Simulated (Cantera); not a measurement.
A closed system holds: 1 mol Fe₂O₃, 14 mol CO, 0.3 mol N₂, equilibrated at 1 atm.

Cantera equilibrium calculation (NASA polynomials, part measured and part estimated; ideal gas, pure solids and liquids). Candidate condensed phases: C, Fe, Fe(CO)₅, FeO, Fe₂O₃, Fe₃O₄; 27 gas species. Each liquid is taken as pure. Mutual solubility and eutectic melting of coexisting phases are not modelled. The tables' stoichiometric FeO is somewhat more stable than real wüstite, so its field is too wide. FeO: taken at fixed stoichiometry. Equilibrium is a limit: real reactors are often held back by kinetics, nucleation or transport.

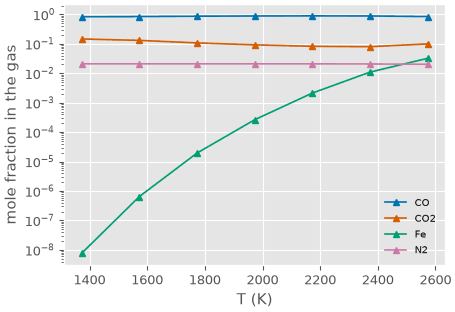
Figure. Equilibrium gas composition (values under 1e-9 drawn at 1e-9)

From 1373 K to 1573 K the condensed part is Fe(γ) + FeO(s). At 1773 K the condensed part is Fe(δ) + FeO(l). From 1973 K to 2173 K the condensed part is Fe(l) + FeO(l). From 2373 K to 2573 K the condensed part is FeO(l).
